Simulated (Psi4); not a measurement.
# SVWN5/aug-cc-pVDZ run of SiH2O2 (SMILES O[Si]O)

What is the vertical ionisation energy of SiH2O2 at SVWN5/aug-cc-pVDZ? 

Program for the calculation: Psi4 1.11.

1 further run of the same task is left out (set aside as unsound or not needed).

## (1) The molecule

The species is SiH2O2 (5 atoms), meant as a singlet with charge 0. SMILES: `O[Si]O`. Geometry: relaxed at PBE0-D4/def2-TZVP. This is one conformer, not always the lowest.

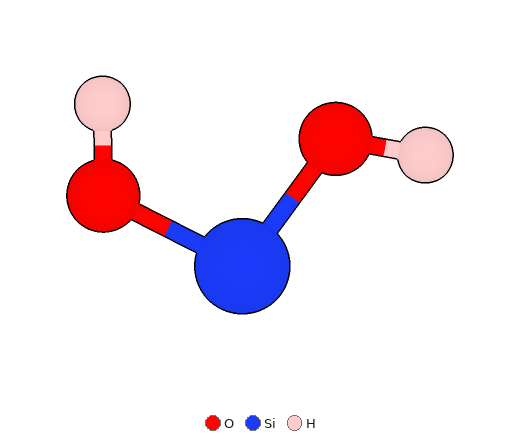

Viewed from a chosen angle; oxygen red, silicon blue, hydrogen pink.

## (2) Energy and forces at SVWN5/aug-cc-pVDZ

The input, job.py:

```python
import psi4

psi4.set_memory(2200000000)
psi4.set_num_threads(1)
psi4.core.set_output_file('h2o2si.out', False)

molecule = psi4.geometry("""
0 1
O
Si 1 1.642005
O 2 1.662725 1 99.37596
H 1 0.963717 2 117.47399 3 0.02945
H 3 0.960061 2 116.05777 1 179.99842
symmetry c1
no_reorient
no_com
""")

options = {'basis': 'aug-cc-pVDZ', 'puream': True, 'e_convergence': 1e-09, 'd_convergence': 1e-08, 'scf_type': 'pk', 'dft_radial_points': 99, 'dft_spherical_points': 590}
psi4.set_options(options)

e, wfn = psi4.gradient('scf', dft_functional={"name": "SVWN5", "x_functionals": {"LDA_X": {}}, "c_functionals": {"LDA_C_VWN": {}}}, return_wfn=True)
psi4.oeprop(wfn, 'QUADRUPOLE', 'MULLIKEN_CHARGES', 'LOWDIN_CHARGES', title='SCF')
print('gradient / Eh bohr^-1')
print(e.np.round(6))
print(f'energy = {wfn.energy():.10f} Eh')
```

Launch:

```
$ python job.py
```

h2o2si.out:

```text
[...]
  Running in c1 symmetry.
[...]
  Nuclear repulsion =  103.646262034602145
[...]
  Multiplicity = 1
[...]
  Nalpha       = 16
  Nbeta        = 16
[...]
    Number of basis functions: 91
[...]
   @RKS iter   1:  -438.53104809406773   -2.33042e-02   1.20453e-02 ADIIS/DIIS
[...]
   @RKS iter  12:  -438.99522137070392   -2.67164e-12   4.42735e-09 DIIS
[...]
    Orbital Energies [Eh]
    ---------------------
    Doubly Occupied:
       1A    -65.172489     2A    -18.639900     3A    -18.633157
       4A     -5.061304     5A     -3.505499     6A     -3.503789
       7A     -3.499210     8A     -0.944848     9A     -0.917524
      10A     -0.529296    11A     -0.485772    12A     -0.368717
      13A     -0.342133    14A     -0.330619    15A     -0.300820
      16A     -0.226853
[...]
  @RKS Final Energy:  -438.99522137070392
   => Energetics <=
    Nuclear Repulsion Energy =            103.6462620346021453
    One-Electron Energy =                -815.4698035655428612
    Two-Electron Energy =                 309.4032570514339113
    DFT Exchange-Correlation Energy =     -36.5749368911971047
    Empirical Dispersion Energy =           0.0000000000000000
    VV10 Nonlocal Energy =                  0.0000000000000000
    Total Energy =                       -438.9952213707039164
[...]
  -Total Gradient:
     Atom            X                  Y                   Z
    ------   -----------------  -----------------  -----------------
       1        0.000002828074    -0.012266303111     0.016478663017
       2       -0.000006623679    -0.025168618813    -0.022144031178
       3        0.000003017402     0.018040303748     0.012682680491
       4        0.000000261105     0.014462576301     0.007586008500
       5        0.000000538187     0.004954167775    -0.014640992064
[...]
 Multipole Moments:
 ------------------------------------------------------------------------------------
     Multipole            Electronic (a.u.)      Nuclear  (a.u.)        Total (a.u.)
 ------------------------------------------------------------------------------------
 L = 1.  Multiply by 2.5417464519 to convert [e a0] to [Debye]
 Dipole X            :          0.0001018           -0.0003768           -0.0002750
 Dipole Y            :          1.0964868           -1.7127974           -0.6163106
 Dipole Z            :          0.4963925           -0.1443402            0.3520524
 Magnitude           :                                                    0.7097744
 L = 2.  Multiply by 1.3450342976 to convert [e a0^2] to [Debye ang]
 Quadrupole XX       :        -18.3323726            0.0000007          -18.3323719
 Quadrupole XY       :         -0.0001743            0.0004619            0.0002876
[...]
  Mulliken Charges: (a.u.)
   Center  Symbol    Alpha    Beta     Spin     Total
       1     O     4.21656  4.21656  0.00000 -0.43312
       2    SI     6.67256  6.67256  0.00000  0.65487
       3     O     4.22155  4.22155  0.00000 -0.44310
       4     H     0.44472  0.44472  0.00000  0.11057
       5     H     0.44461  0.44461  0.00000  0.11078
   Total alpha = 16.00000, Total beta = 16.00000, Total charge = -0.00000
  Lowdin Charges: (a.u.)
   Center  Symbol    Alpha    Beta     Spin     Total
       1     O     4.10512  4.10512  0.00000 -0.21024
[...]
```

The script printed:

```text
gradient / Eh bohr^-1
[[ 3.0000e-06 -1.2266e-02  1.6479e-02]
 [-7.0000e-06 -2.5169e-02 -2.2144e-02]
 [ 3.0000e-06  1.8040e-02  1.2683e-02]
 [ 0.0000e+00  1.4463e-02  7.5860e-03]
 [ 1.0000e-06  4.9540e-03 -1.4641e-02]]
energy = -438.9952213707 Eh
```

It took 13 s on 1 thread of Intel Xeon 6975P-C (Granite Rapids), shared host; peak memory 0.62 GiB.

## (3) The doublet cation at the same level

The input, h2o2si.dat:

```
memory 2200 mb

molecule {
  1 2
  O
  Si 1 R2
  O 2 R3 1 A3
  H 1 R4 2 A4 3 D4
  H 3 R5 2 A5 1 D5

  R2 = 1.642005
  R3 = 1.662725
  A3 = 99.37596
  R4 = 0.963717
  A4 = 117.47399
  D4 = 0.02945
  R5 = 0.960061
  A5 = 116.05777
  D5 = 179.99842
  symmetry c1
}

set globals {
  basis aug-cc-pVDZ
  reference uks
  puream true
  e_convergence 1e-09
  d_convergence 1e-08
  scf_type pk
  dft_radial_points 99
  dft_spherical_points 590
  maxiter 100
}

E, wfn = gradient("scf", dft_functional={"name": "SVWN5", "x_functionals": {"LDA_X": {}}, "c_functionals": {"LDA_C_VWN": {}}}, return_wfn=True)
oeprop(wfn, "QUADRUPOLE", "DIPOLE", "LOWDIN_CHARGES", title="SCF")
print_variables()
```

Launch:

```
$ psi4 -i h2o2si.dat -o h2o2si.out -n 1
```

h2o2si.out (excerpt; [...] marks lines left out):

```text
[...]
  Running in c1 symmetry.
[...]
  Nuclear repulsion =  103.646262034602145
[...]
  Multiplicity = 2
[...]
  Nalpha       = 16
  Nbeta        = 15
[...]
    Number of basis functions: 91
[...]
   @UKS iter   1:  -438.21191649632635    2.95827e-01   1.14247e-02 DIIS/ADIIS
[...]
   @UKS iter  13:  -438.63943061696892   -7.38964e-13   2.32179e-09 DIIS
[...]
   @S^2 Observed:                7.519146683E-01
[...]
  @UKS Final Energy:  -438.63943061696892
   => Energetics <=
    Nuclear Repulsion Energy =            103.6462620346021453
    One-Electron Energy =                -806.4468563657377445
    Two-Electron Energy =                 300.4330544652916615
    DFT Exchange-Correlation Energy =     -36.2718907511249924
    Empirical Dispersion Energy =           0.0000000000000000
    VV10 Nonlocal Energy =                  0.0000000000000000
    Total Energy =                       -438.6394306169689230
[...]
  -Total Gradient:
     Atom            X                  Y                   Z
    ------   -----------------  -----------------  -----------------
       1       -0.000007553126    -0.041341468661    -0.017321380574
       2       -0.000001601510     0.028136850673     0.033247857971
       3        0.000000068332    -0.025568583964    -0.000207245988
       4        0.000008473311     0.020534359344     0.008794385465
       5        0.000000633878     0.018260485228    -0.024549899790
[...]
 Multipole Moments:
 ------------------------------------------------------------------------------------
     Multipole            Electronic (a.u.)      Nuclear  (a.u.)        Total (a.u.)
 ------------------------------------------------------------------------------------
 L = 1.  Multiply by 2.5417464519 to convert [e a0] to [Debye]
 Dipole X            :          0.0001307           -0.0003768           -0.0002461
 Dipole Y            :          1.7499256           -1.7127974            0.0371282
 Dipole Z            :          1.2337703           -0.1443402            1.0894302
 Magnitude           :                                                    1.0900627
 L = 2.  Multiply by 1.3450342976 to convert [e a0^2] to [Debye ang]
 Quadrupole XX       :        -15.2529335            0.0000007          -15.2529329
 Quadrupole XY       :          0.0000193            0.0004619            0.0004812
[...]
```

Wall time 17 s (1 thread of Intel Xeon 6975P-C (Granite Rapids), shared host); peak memory 0.62 GiB.

## (4) What came out

At SVWN5/aug-cc-pVDZ:

| quantity | value |
| --- | --- |
| singlet SiH2O2: total energy | -438.99522 Eh |
| singlet SiH2O2: dipole moment | 1.80 D |
| singlet SiH2O2: HOMO energy | -6.17 eV |
| singlet SiH2O2: LUMO energy | -2.22 eV |
| singlet SiH2O2: HOMO–LUMO gap | 3.95 eV |
| singlet SiH2O2: largest force on an atom | 1.724 eV/Å |
| doublet cation: total energy | -438.63943 Eh |
| doublet cation: HOMO energy (highest over α and β) | -14.56 eV |
| doublet cation: LUMO energy (lowest over α and β) | -13.20 eV |
| doublet cation: ⟨S²⟩ | 0.752 |
| doublet cation: largest force on an atom | 2.305 eV/Å |
| vertical ionisation energy (to the doublet cation) | 9.682 eV |

Removing an electron at fixed nuclei costs 9.68 eV (223 kcal/mol). The largest force (singlet SiH2O2) is 1.72 eV/Å: the shape isn't a stationary point for this species at this level. −ε(HOMO) before ionisation, 6.17 eV, is 3.51 eV below this ionisation energy. Mulliken charges (singlet SiH2O2) run from -0.44 on O3 to +0.65 on Si2; in a basis this large or diffuse they mean little.
